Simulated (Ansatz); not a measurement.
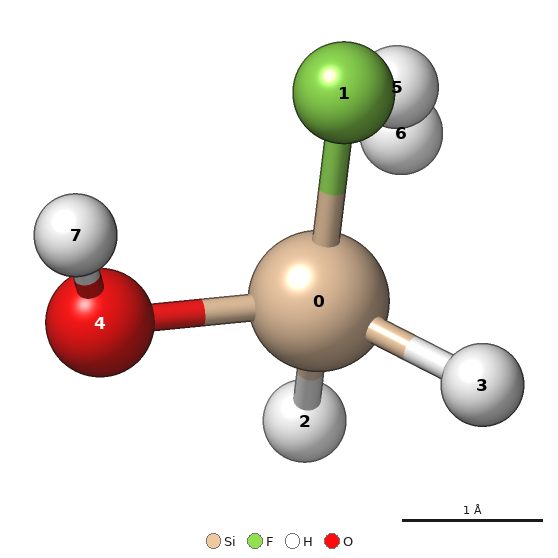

The picture shows the input geometry. Atoms are numbered from 0, in the order of the input.

Input file:

```yaml
crystal:
  periodic: [false, false, false]
  atoms:
    - {symbol: Si, position_ang: [-0.296483, 0.267866, -0.037264]}
    - {symbol: F, position_ang: [0.126959, -1.103879, 0.899977]}
    - {symbol: H, position_ang: [-0.356534, 1.065554, -1.369619]}
    - {symbol: H, position_ang: [-1.723093, 0.155839, 0.303323]}
    - {symbol: O, position_ang: [0.817148, 1.212590, 0.681163]}
    - {symbol: H, position_ang: [0.188330, -1.316556, -0.678819]}
    - {symbol: H, position_ang: [0.124350, -1.044923, -1.273498]}
    - {symbol: H, position_ang: [1.119424, 0.763509, 1.474735]}
basis:
  gaussian: {orbitals: def2-TZVP}
hamiltonian: {xc: pbe0, dispersion: d4}
relax: {f_tol: 0.005, max_steps: 200}
```

Result (its end):

```
795 factors; their error is unknown
mean field -12719.43362826 eV, -467.4305642967 hartree, gradient 4.5e-5 eV, S^2 0.000000; 1 other end points of the search recorded, 0 dependent functions left out
the calculation of the forces begins
reference -12719.43365904 eV, -467.4305654278 hartree; 18, 18 occupied and 111, 111 virtual orbitals, 795 factors
Total energy: -12719.50868995 eV, -467.4333227629 hartree
Atom 0 at    -0.430084     0.665683     0.429845 Å, force     0.000042    -0.003024     0.001330 eV/Å
Atom 1 at    -0.276965    -0.923034     0.502141 Å, force    -0.000288     0.003597    -0.000073 eV/Å
Atom 2 at    -0.517782     1.054209    -0.989242 Å, force    -0.000074     0.000157     0.000062 eV/Å
Atom 3 at    -1.643623     0.991512     1.214971 Å, force     0.000904    -0.000243    -0.000511 eV/Å
Atom 4 at     0.892596     1.404482     1.029008 Å, force     0.000294     0.000091    -0.000048 eV/Å
Atom 5 at     0.378315    -2.197966    -1.727683 Å, force     0.000359    -0.000355    -0.001468 eV/Å
Atom 6 at     0.545902    -2.378900    -2.432495 Å, force    -0.000310     0.000284     0.001483 eV/Å
Atom 7 at     1.051743     1.384015     1.973453 Å, force    -0.000928    -0.000507    -0.000776 eV/Å
Dipole moment:    -0.066412     0.213488     0.282990 e Å
```
